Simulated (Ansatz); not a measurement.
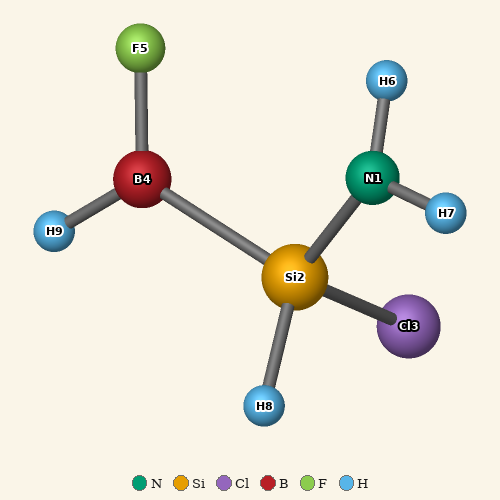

The system is BClFH4NSi, SMILES N[SiH](Cl)BF; the picture shows the reference structure. 
- The first coordinate is: dihedral N1–Si2–B4–F5; the second: dihedral H6–N1–Si2–B4.
- Nothing is relaxed (all other coordinates rigid).
- Grid: 12 × 12 points.
- Points are written as (first, second).
- Energies: cm⁻¹, counted from the relaxed molecule at the same level.
- All numbers below come from RKS PBE0-D4/def2-SVP in Ansatz.

Its coordinates:

```
atom    x (Å)    y (Å)    z (Å)
   N   0.9521   0.9924   0.7539
  Si   0.4366  -0.4866   0.0548
  Cl   1.2243  -0.9005  -1.8576
   B  -1.5457  -0.4140  -0.3565
   F  -2.1328   0.7697  -0.4423
   H   0.5855   1.8669   0.3931
   H   1.8950   1.1084   1.1085
   H   0.9088  -1.5996   0.9234
   H  -2.2353  -1.3832  -0.5943
```

Range: dihedral N1–Si2–B4–F5 from −180 to 150°; dihedral H6–N1–Si2–B4 from −180 to 150°.

Predict the map.

The lowest grid point is at (30°, −30°), 134 cm⁻¹ from the relaxed molecule at the same level. The bottom of the well lies between grid points, at about (20°, −40°), about 131 cm⁻¹ lower on the interpolated surface. There are further wells near (−150°, −30°) (180 cm⁻¹ above the lowest at that grid point); (0°, 150°) (708 cm⁻¹ above the lowest at that grid point); (−120°, 120°) (866 cm⁻¹ above the lowest at that grid point). The highest grid point, (−180°, 60°), lies 2855 cm⁻¹ above the lowest. On the interpolated surface the easiest way out of the lowest well to the well at about (−135°, −45°) passes a barrier of about 840 cm⁻¹, counted from the interpolated bottom of the well. Round the minimum the valley is somewhat tilted: raising dihedral N1–Si2–B4–F5 shifts the best value of dihedral H6–N1–Si2–B4 downwards (coupling k₁₂/√(k₁₁k₂₂) about 0.2).

```csv
"dihedral H6–N1–Si2–B4 ↓, dihedral N1–Si2–B4–F5 →",−180,−150,−120,−90,−60,−30,0,30,60,90,120,150
150,1245,1051,1110,1404,1540,1219,842,943,1340,1607,1594,1448
120,1413,1085,1000,1286,1572,1396,993,949,1254,1534,1651,1632
90,2249,1914,1703,1853,2140,2104,1838,1792,1982,2151,2267,2362
60,2989,2793,2604,2629,2756,2694,2567,2673,2882,2936,2912,2984
30,2692,2635,2617,2677,2661,2414,2248,2480,2844,2939,2784,2700
0,1482,1397,1513,1755,1791,1416,1046,1208,1687,1955,1847,1638
−30,535,315,387,742,950,646,167,134,542,904,953,790
−60,724,411,349,660,980,840,432,304,544,835,972,948
−90,1876,1575,1409,1589,1891,1875,1619,1537,1671,1819,1923,1994
−120,2870,2680,2517,2573,2743,2725,2602,2656,2808,2845,2821,2881
−150,2740,2669,2626,2676,2700,2550,2443,2620,2887,2929,2784,2735
−180,1867,1797,1870,2041,2045,1743,1524,1722,2094,2248,2109,1956
```

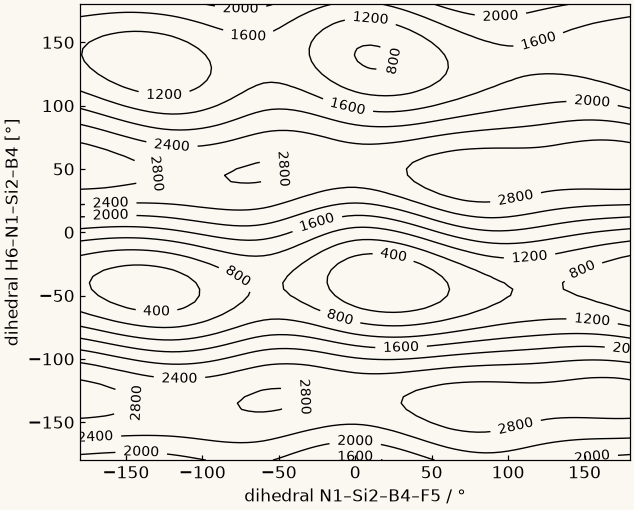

In the figure: contour lines labelled in cm⁻¹ (none above 3200). Between grid points the surface is interpolated.

Time for the 144 points that were run: 6.5 min on 1 thread of INTEL(R) XEON(R) PLATINUM 8581C CPU @ 2.30GHz (Emerald Rapids), on a shared host.
